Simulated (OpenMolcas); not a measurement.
## Excited-state calculation, with input and output: PF3 (part 2 of 2)

Continued. System: PF3, SMILES FP(F)F. Method: CASSCF/ANO-L-VDZP (OpenMolcas 26.06). The geometry comes from this level: GFN2-xTB.

Geometry of the input (Å):
```
P  -0.0046  0.0051  0.6423
F  1.3496  -0.0296  -0.2031
F  -0.6485  1.1803  -0.2282
F  -0.6965  -1.1558  -0.2109
```

### What the program printed, continued
```
      LoProp population analysis for root number:  1
      -----------------------------------------------

++    LoProp analysis:
      ----------------

++    Static properties:
      ------------------

      LoProp Charges per center

                   P1       F2       F3       F4
      Nuclear     15.0000   9.0000   9.0000   9.0000
      Electronic -13.5715  -9.5003  -9.4996  -9.4286

      Total        1.4285  -0.5003  -0.4996  -0.4286
--

      Natural Bond Order analysis for root number:  1

++    Natural Bond Order analysis
      ---------------------------
      Based on LoProp computed density
      -------------------------------------------------------------------------------------
      Atom A       Atom B       Bond Order
      -------------------------------------------------------------------------------------
      NBO located      0.993 non-bonded electrons on atom P1
      NBO located      1.000 non-bonded electrons on atom P1
      NBO located      0.999 non-bonded electrons on atom P1
      NBO located      0.999 non-bonded electrons on atom P1
      NBO located      0.999 non-bonded electrons on atom P1
      NBO located      1.000 non-bonded electrons on atom F2
      NBO located      0.980 non-bonded electrons on atom F2
      NBO located      1.000 non-bonded electrons on atom F3
      NBO located      0.999 non-bonded electrons on atom F4
      NBO located      1.018 non-bonded electrons on atom F4
      The remaining   11.429 electrons are to be considered as diffuse
--

--

      Von Neumann Entropy (Root   2) =  1.23999

      Mulliken population analysis for root number:  2
      -----------------------------------------------

++    Molecular charges:
      ------------------

      Mulliken charges per centre
      ---------------------------

                P1      F2      F3      F4
      Total   14.2327  9.3042  9.3272  9.1358

      N-E      0.7673 -0.3042 -0.3272 -0.1358

      Total electronic charge=   42.000000

      Total            charge=   -0.000000
--

      Expectation values of various properties for root number:  2
      -----------------------------------------------------------

++    Molecular properties:
      ---------------------

      Charge (e):
                      =   -0.0000
      Dipole Moment (debye):
      Origin of the operator (angstrom)=   -0.0006    0.0007    0.0874
                   X= -2.8140E-01               Y= -3.4640E-01               Z=  1.7153E+00           Total=  1.7724E+00
      Quadrupole Moment (debye*angstrom):
      Origin of the operator (angstrom)=   -0.0006    0.0007    0.0874
                  XX= -3.1336E+01              XY=  2.1916E+00              XZ=  3.9805E-01              YY= -3.0412E+01
                  YZ=  1.0696E+00              ZZ= -2.6643E+01
      In traceless form (debye*angstrom)
                  XX= -2.8079E+00              XY=  3.2873E+00              XZ=  5.9708E-01              YY= -1.4225E+00
                  YZ=  1.6044E+00              ZZ=  4.2304E+00
--

      LoProp population analysis for root number:  2
      -----------------------------------------------

++    LoProp analysis:
      ----------------

++    Static properties:
      ------------------

      LoProp Charges per center

                   P1       F2       F3       F4
      Nuclear     15.0000   9.0000   9.0000   9.0000
      Electronic -13.7369  -9.4814  -9.5230  -9.2588

      Total        1.2631  -0.4814  -0.5230  -0.2588
--

      Natural Bond Order analysis for root number:  2

++    Natural Bond Order analysis
      ---------------------------
      Based on LoProp computed density
      -------------------------------------------------------------------------------------
      Atom A       Atom B       Bond Order
      -------------------------------------------------------------------------------------
      NBO located      0.911 non-bonded electrons on atom P1
      NBO located      0.995 non-bonded electrons on atom P1
      NBO located      1.000 non-bonded electrons on atom P1
      NBO located      0.999 non-bonded electrons on atom P1
      NBO located      0.999 non-bonded electrons on atom P1
      NBO located      0.999 non-bonded electrons on atom P1
      NBO located      0.968 non-bonded electrons on atom F2
      NBO located      0.999 non-bonded electrons on atom F2
      NBO located      1.009 non-bonded electrons on atom F2
      NBO located      0.999 non-bonded electrons on atom F3
      NBO located      1.003 non-bonded electrons on atom F3
      NBO located      1.000 non-bonded electrons on atom F4
      NBO located      1.000 non-bonded electrons on atom F4
      NBO located      0.999 non-bonded electrons on atom F4
      The remaining    7.361 electrons are to be considered as diffuse
--

--

      Von Neumann Entropy (Root   3) =  1.23384

      Mulliken population analysis for root number:  3
      -----------------------------------------------

++    Molecular charges:
      ------------------

      Mulliken charges per centre
      ---------------------------

                P1      F2      F3      F4
      Total   14.2275  9.2689  9.2989  9.2047

      N-E      0.7725 -0.2689 -0.2989 -0.2047

      Total electronic charge=   42.000000

      Total            charge=   -0.000000
--

      Expectation values of various properties for root number:  3
      -----------------------------------------------------------

++    Molecular properties:
      ---------------------

      Charge (e):
                      =   -0.0000
      Dipole Moment (debye):
      Origin of the operator (angstrom)=   -0.0006    0.0007    0.0874
                   X= -5.3244E-02               Y= -5.1570E-01               Z=  1.6731E+00           Total=  1.7516E+00
      Quadrupole Moment (debye*angstrom):
      Origin of the operator (angstrom)=   -0.0006    0.0007    0.0874
                  XX= -3.0874E+01              XY= -1.3034E+00              XZ=  1.1233E-02              YY= -3.1249E+01
                  YZ=  1.1564E-01              ZZ= -2.7000E+01
      In traceless form (debye*angstrom)
                  XX= -1.7497E+00              XY= -1.9551E+00              XZ=  1.6849E-02              YY= -2.3119E+00
                  YZ=  1.7345E-01              ZZ=  4.0616E+00
--

      LoProp population analysis for root number:  3
      -----------------------------------------------

++    LoProp analysis:
      ----------------

++    Static properties:
      ------------------

      LoProp Charges per center

                   P1       F2       F3       F4
      Nuclear     15.0000   9.0000   9.0000   9.0000
      Electronic -13.7077  -9.4380  -9.4510  -9.4033

      Total        1.2923  -0.4380  -0.4510  -0.4033
--

      Natural Bond Order analysis for root number:  3

++    Natural Bond Order analysis
      ---------------------------
      Based on LoProp computed density
      -------------------------------------------------------------------------------------
      Atom A       Atom B       Bond Order
      -------------------------------------------------------------------------------------
      NBO located      0.923 non-bonded electrons on atom P1
      NBO located      0.995 non-bonded electrons on atom P1
      NBO located      1.000 non-bonded electrons on atom P1
      NBO located      0.999 non-bonded electrons on atom P1
      NBO located      0.999 non-bonded electrons on atom P1
      NBO located      0.999 non-bonded electrons on atom P1
      NBO located      0.999 non-bonded electrons on atom F2
      NBO located      1.009 non-bonded electrons on atom F2
      NBO located      0.966 non-bonded electrons on atom F2
      NBO located      0.999 non-bonded electrons on atom F3
      NBO located      1.009 non-bonded electrons on atom F3
      NBO located      0.999 non-bonded electrons on atom F4
      NBO located      0.981 non-bonded electrons on atom F4
      NBO located      1.012 non-bonded electrons on atom F4
      The remaining    7.361 electrons are to be considered as diffuse
--

--

      Average orbitals are written to the RASORB file
      Natural orbitals for root   1 are written to the RASORB.1 file
      Natural orbitals for root   2 are written to the RASORB.2 file
      Natural orbitals for root   3 are written to the RASORB.3 file
      Spin density orbitals for root   1 are written to the SPDORB.1 file
      Spin density orbitals for root   2 are written to the SPDORB.2 file
      Spin density orbitals for root   3 are written to the SPDORB.3 file

--- Stop Module: rasscf /rc=_RC_ALL_IS_WELL_ ---
           step12.RasOrb.2 step12.RasOrb.3 step12.rasscf.h5 step12.SpdOrb.1 step12.SpdOrb.2 step12.SpdOrb.3 xmldump
--- Module rasscf spent 2 seconds ---

--- Start Module: rassi ---

                                               &RASSI

                       available to each process: 1.9 GB of memory, 1 thread

      ********************************************************************************
      *                             General data section                             *
      ********************************************************************************

   Specific data for JOBIPH file JOBIPH
   -------------------------------------

   Header from SEWARD:

   CASSCF title (first line only):
       (No title given)

  STATE IRREP:                1
  SPIN MULTIPLICITY:          1
  ACTIVE ELECTRONS:          10
  MAX RAS1 HOLES:             0
  MAX RAS3 ELECTRONS:         0
  NR OF CONFIG:            1176

   The following data are common to all the states:
   ------------------------------------------------
   (note: frozen counts as inactive, deleted as secondary)

      Nr of irreps: 1

                 Total     No./Irrep
      Irrep                  1
                             a

      INACTIVE      16      16
      ACTIVE         8       8
      SECONDARY     36      36
      BASIS         60      60

      RAS1           0       0
      RAS2           8       8
      RAS3           0       0

        MATRIX ELEMENTS WILL BE COMPUTED FOR THE FOLLOWING ONE-ELECTRON OPERATORS, UNLESS ZERO BY SYMMETRY.
   (Herm=Hermitian, Anti=Antihermitian, Sing=Singlet operator, Trip=Triplet operator)
     MLTPL  0   1 (HERMSING)     MLTPL  1   1 (HERMSING)     MLTPL  1   2 (HERMSING)
     MLTPL  1   3 (HERMSING)     MLTPL  2   1 (HERMSING)     MLTPL  2   2 (HERMSING)
     MLTPL  2   3 (HERMSING)     MLTPL  2   4 (HERMSING)     MLTPL  2   5 (HERMSING)
     MLTPL  2   6 (HERMSING)     VELOCITY   1 (ANTISING)     VELOCITY   2 (ANTISING)
     VELOCITY   3 (ANTISING)     ANGMOM     1 (ANTISING)     ANGMOM     2 (ANTISING)
     ANGMOM     3 (ANTISING)     MLTPV  2   1 (ANTISING)     MLTPV  2   2 (ANTISING)
     MLTPV  2   3 (ANTISING)     MLTPV  2   4 (ANTISING)     MLTPV  2   5 (ANTISING)
     MLTPV  2   6 (ANTISING)

       EIGENSTATES OF A SPIN-FREE HAMILTONIAN WILL BE COMPUTED BASED ON:

  A Hamiltonian matrix computed by RASSI.

  Nr of states:                    3

   State:        1   2   3
  JobIph:        1   1   1
 Root nr:        1   2   3

  HAMILTONIAN MATRIX FOR THE ORIGINAL STATES:

  Diagonal, with energies
   -639.29256602   -638.96693511   -638.96073154

      OVERLAP MATRIX FOR THE ORIGINAL STATES:

  Diagonal, with elements
      1.00000000      1.00000000      1.00000000

::    RASSI State    1     Total energy:    -639.29256601593352
::    RASSI State    2     Total energy:    -638.96693511086994
::    RASSI State    3     Total energy:    -638.96073153638258

      ****************************************************************************************************
      *                                         Spin-free section                                        *
      *                 Note: index according to input order, order according to energy.                 *
      ****************************************************************************************************

  SPIN-FREE ENERGIES:
  (Shifted by EMIN (a.u.) =       -639.2925660159)

 SF State       Relative EMIN(au)   Rel lowest level(eV)    D:o, cm**(-1)

     1             0.0000000000        0.0000000000              0.0000
     2             0.3256309051        8.8608683313          71467.7228
     3             0.3318344796        9.0296761928          72829.2501

++ Dipole transition strengths (spin-free states):
   -----------------------------------------------
     for osc. strength at least  1.00000000E-05

      From   To        Osc. strength     Einstein coefficients Ax, Ay, Az (sec-1)    Total A (sec-1)
     -----------------------------------------------------------------------------------------------
         1    2       2.17586481E-01  4.05682208E+08  3.35268844E+08  3.48989813E+05  7.41300042E+08
         1    3       3.00297108E-01  4.57401997E+08  6.03936342E+08  1.10322331E+06  1.06244156E+09
         2    3       2.73453876E-05  8.24334958E+00  2.10155244E+01  4.55375724E+00  3.38126313E+01
     -----------------------------------------------------------------------------------------------
--

++ Velocity transition strengths (spin-free states):
   -------------------------------------------------
     for osc. strength at least  1.00000000E-05

      From   To        Osc. strength     Einstein coefficients Ax, Ay, Az (sec-1)    Total A (sec-1)
     -----------------------------------------------------------------------------------------------
         1    2       2.07770217E-01  3.83203483E+08  3.24289748E+08  3.63570305E+05  7.07856801E+08
         1    3       3.22919658E-01  4.89974601E+08  6.50111224E+08  2.39359727E+06  1.14247942E+09
         2    3       4.09592896E-03  4.14435568E+03  8.33086311E+00  9.11938539E+02  5.06462508E+03
     -----------------------------------------------------------------------------------------------
--

++ Length and velocity gauge comparison (spin-free states):
   --------------------------------------------------------

 --------------------------------------------------
 A comparison between the dipole oscillator strengths in
 length and velocity gauge will be performed

     All dipole oscillator differences above the tolerance of   1.00000000E-01  will be printed

 Due to basis set deficiency these oscillator may be problematic

 The tolerance is defined as ABS(1-O_l/O_v)
 O_l : dipole oscillator strength in length gauge
 O_p : dipole oscillator strength in velocity gauge
 --------------------------------------------------

  Problematic transitions have been found

      From   To       Difference (%) Osc. st. (len.) Osc. st. (vel.)
     ---------------------------------------------------------------
         2    3            99.332376  2.73453876E-05  4.09592896E-03
     ---------------------------------------------------------------

 Number of problematic transitions =                     1

--

 Electric-dipole - electric-octupole not included
 Electric-dipole - magnetic-quadrupole not included

      ****************************************************************************************************
      *                                    Special properties section                                    *
      ****************************************************************************************************

--- Stop Module: rassi /rc=_RC_ALL_IS_WELL_ ---

.##################.
.# Happy landing! #.
.##################.

    Timing: Wall=6.96 User=6.14 System=0.79
```

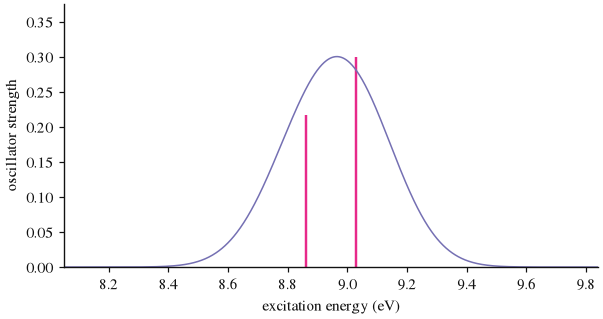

**Figure 1.** Computed excitations as sticks (degenerate states added up, dark ones marked on the axis), with a Gaussian envelope of 0.35 eV full width at half maximum, scaled to the tallest. Of the 2 states the lowest lies at 8.86 eV (f = 0.218); the strongest line is at 9.03 eV, or 137 nm (f = 0.300).

### Key numbers

| quantity | value |
| --- | --- |
| outcome | converged |
| total energy | −639.292566 hartree |
| CASSCF energy | −639.292566 hartree |
| basis functions | 60 |
| lowest singlet excitation | 8.86 eV |
| hardware | 1 thread of Arm Neoverse V1, 24 GiB of memory available, shared host |
| wall time | 7.2 s |
| peak memory | 0.39 GiB |
